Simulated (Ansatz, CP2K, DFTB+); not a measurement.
## H-BN/1T-TaS2 heterobilayer (59 atoms): runs against a plane-wave reference

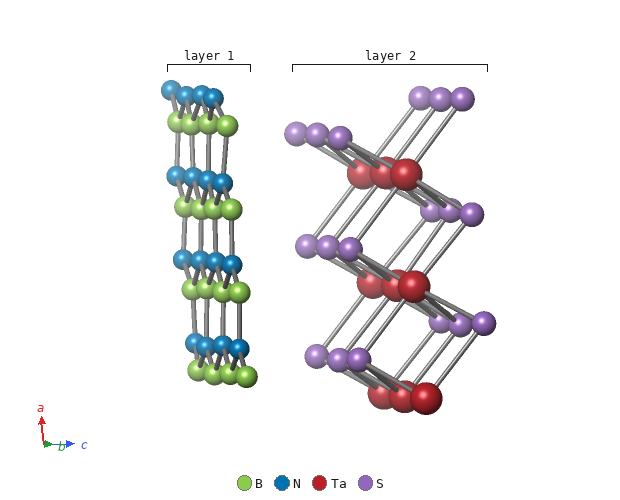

The cell (boron green, nitrogen blue, tantalum red, sulfur purple).

The cell holds 59 atoms: 16 B, 16 N, 9 Ta and 18 S. Cell: a = 10.048 Å, b = 10.048 Å, c = 18.370 Å, α = 90.0°, β = 90.0°, γ = 120.0°. 16 cells of h-BN (a = 2.504 Å, strained +0.32 %) and 9 cells of 1T-TaS2 (a = 3.36 Å, -0.32 %) on one hexagonal cell, twist 0.00 deg; facing planes 3.31 Å apart; 12 Å of vacuum; displaced by a Gaussian of 0.01 Å. Then every atom was moved at random, 0.03 Å r.m.s. a Cartesian component. Regions: layer 1, 32 atoms (16 B and 16 N); layer 2, 27 atoms (9 Ta and 18 S). Vacuum lies along c.

Geometry: as built.

The reference, a calculation:

* method: Kohn-Sham DFT, PBE, PAW, plane waves (Ansatz 0.2.0); cutoff 420 eV, Γ point, fermi-dirac smearing of 0.05 eV; PAW set soft_2
* r.m.s. force component: 1.237 eV/Å
* longest force: 4.578 eV/Å
* SCF cycles: 16
* time: 6.5 s on 4 threads of AMD EPYC 9R45, shared host
* CPU time: 24 s

Q: Estimate the differences from the reference, the CPU time and the memory of each run.
- CP2K PBE, DZVP-UZH, 600/50 Ry, diagonalisation (CP2K 2026.2; 4 MPI ranks)
- DFTB+ GFN1-xTB (DFTB+ 25.1; 1 thread)
- CP2K PBE, TZVP-MOLOPT (SR for B, Ta), 600/50 Ry, diagonalisation (CP2K 2026.2; 4 MPI ranks)
- CP2K PBE, DZVP-MOLOPT-SR, 600/50 Ry, diagonalisation (CP2K 2026.2; 2 threads)

Differences are against the plane-wave reference, forces as r.m.s. over components; share is that over the reference's r.m.s. force, slope the least-squares factor from reference forces to these. Total energies of different programs have different zeros and aren't compared.

```csv
run,"Δ force, r.m.s. (meV/Å)",share (%),slope,cores,CPU time,memory (GiB)
reference,-,-,-,4,24 s,1.7
"CP2K PBE, DZVP-UZH, 600/50 Ry, diagonalisation",57.0,4.61,1.008,4,8.6 min,5.8
DFTB+ GFN1-xTB,212,17.2,0.878,1,3.8 s,0.26
"CP2K PBE, TZVP-MOLOPT (SR for B, Ta), 600/50 Ry, diagonalisation",75.8,6.13,0.994,4,18 min,6.1
"CP2K PBE, DZVP-MOLOPT-SR, 600/50 Ry, diagonalisation",72.8,5.88,1.008,2,7.4 min,4.5
```

CPU time is summed over cores on a shared host, where runs went side by side, so it is rough. Symmetry, cutoffs, thresholds, outputs and thread counts weren't matched or tuned between programs; memory under MPI is the largest rank's times the ranks.

The PBE runs in local orbitals differ by 4.6 % (CP2K PBE, DZVP-UZH, 600/50 Ry, diagonalisation) to 6.1 % (CP2K PBE, TZVP-MOLOPT (SR for B, Ta), 600/50 Ry, diagonalisation); basis, grid and potentials can all enter. Tight binding differs by 17 % (DFTB+ GFN1-xTB); it is another model, with fitted parameters of its own, and the xTB methods hold dispersion. One electronic-structure run takes under half the reference's CPU time: DFTB+ GFN1-xTB, at 17 % in 3.8 s against 24 s. Periodic xTB results under one method name differ between programs and library versions (DFTB+ here holds tblite 0.3). The electron count is odd in these runs, and they have no spin polarisation, so the unpaired electron is spread evenly over both spins. The electron count is odd and the run has no spin polarisation, so levels at the top are partly filled by construction. The electronic-structure runs sample only Γ, in a cell whose shortest periodic width is 9 Å, which is coarse for a cell with partly filled levels.

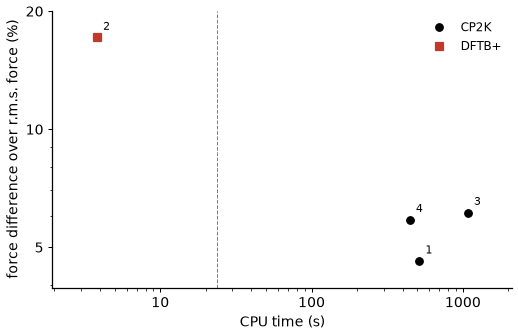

Force difference against CPU time; the dashed line marks the reference's time. Points: 1 CP2K PBE, DZVP-UZH, 600/50 Ry, diagonalisation; 2 DFTB+ GFN1-xTB; 3 CP2K PBE, TZVP-MOLOPT (SR for B, Ta), 600/50 Ry, diagonalisation; 4 CP2K PBE, DZVP-MOLOPT-SR, 600/50 Ry, diagonalisation.

[Logs are printed without paths, hosts, clocks, repeated set-up lines and the standing remarks that a program may print on its own settings, such as how far it seeks lower states.]

[Hosts, paths, dates, database ids (printed as entryN), source tags and the programs' standing remarks are cut or masked in the printed files.]
